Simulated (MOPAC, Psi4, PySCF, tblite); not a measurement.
Two rigid molecules brought together: C4H12O3Si ··· CH4O (SMILES CO[Si](C)(OC)OC and CO). Monomers: optimised at B3LYP-D3(BJ) (def2-SVP and def2-TZVP), held rigid. Orientation: lowest of the rigid-body minima from ten starts at GFN2-xTB. The monomers approach along the line of their centres of mass (distance R); nothing else relaxes.

Geometry at R = 3.66 Å (first 20 atoms: monomer A):
```
26

C     -2.3413    -1.3130    -0.5108
O     -1.5414    -0.1556    -0.5680
Si    -0.0011    -0.0017     0.0140
C      0.0120     0.0687     1.8778
O      0.6487     1.3702    -0.6424
C      0.0490     2.6439    -0.6693
O      0.8775    -1.2871    -0.5436
C      2.2815    -1.3937    -0.5517
H     -1.8187    -2.1887    -0.9342
H     -2.6393    -1.5575     0.5266
H     -3.2593    -1.1399    -1.0944
H     -0.5491     0.9430     2.2454
H      1.0415     0.1413     2.2642
H     -0.4481    -0.8340     2.3112
H     -0.9603     2.6077    -1.1156
H      0.6738     3.3183    -1.2760
H     -0.0376     3.0809     0.3438
H      2.7516    -0.5231    -1.0418
H      2.5660    -2.3015    -1.1069
H      2.6945    -1.4779     0.4716
C      0.9753     0.0665    -3.8798
O      1.8695     0.9448    -3.2109
H      0.8881    -0.9005    -3.3721
H     -0.0250     0.4998    -3.9899
H      1.3864    -0.1039    -4.8737
H      1.5318     1.1141    -2.3260
```

- GFN2-xTB (tblite)
- SCS-MP2/aug-cc-pVDZ = DF-SCS-MP2/aug-cc-pVDZ, frozen core, counterpoise-corrected in Psi4 1.11
- PBE-D3(BJ)/def2-TZVP, counterpoise-corrected (Psi4)
- PM3, restricted, heats of formation (MOPAC)
- RMP2/3-21G = PySCF 2.14.0 with restricted MP2 (frozen core)/3-21G, no counterpoise correction

Interaction energies in kcal/mol (negative: bound); R is the distance of the centres of mass, d the O5···H26 distance.

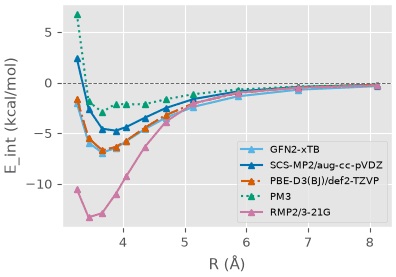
*Interaction energy against separation.*

```csv
R / Å,d / Å,GFN2-xTB,SCS-MP2/aug-cc-pVDZ,PBE-D3(BJ)/def2-TZVP,PM3,RMP2/3-21G
3.25,1.53,-2.06,2.40,-1.59,6.80,-10.53
3.44,1.71,-5.93,-2.57,-5.48,-1.85,-13.30
3.66,1.92,-6.92,-4.55,-6.68,-2.91,-12.89
3.88,2.13,-6.45,-4.74,-6.36,-2.08,-10.99
4.05,2.29,-5.79,-4.39,-5.73,-2.14,-9.25
4.35,2.59,-4.59,-3.47,-4.46,-2.13,-6.36
4.69,2.92,-3.46,-2.51,-3.21,-1.64,-3.87
5.14,3.36,-2.38,-1.62,-2.05,-1.13,-2.04
5.86,4.08,-1.35,-0.86,-1.02,-0.68,-0.99
6.83,5.04,-0.69,-0.43,-0.46,-0.39,-0.51
8.12,6.32,-0.34,-0.20,-0.21,-0.21,-0.26
```

Lowest grid point: GFN2-xTB -6.92 kcal/mol at R = 3.66 Å; SCS-MP2/aug-cc-pVDZ -4.74 kcal/mol at R = 3.88 Å; PBE-D3(BJ)/def2-TZVP -6.68 kcal/mol at R = 3.66 Å; PM3 -2.91 kcal/mol at R = 3.66 Å; RMP2/3-21G -13.30 kcal/mol at R = 3.44 Å.
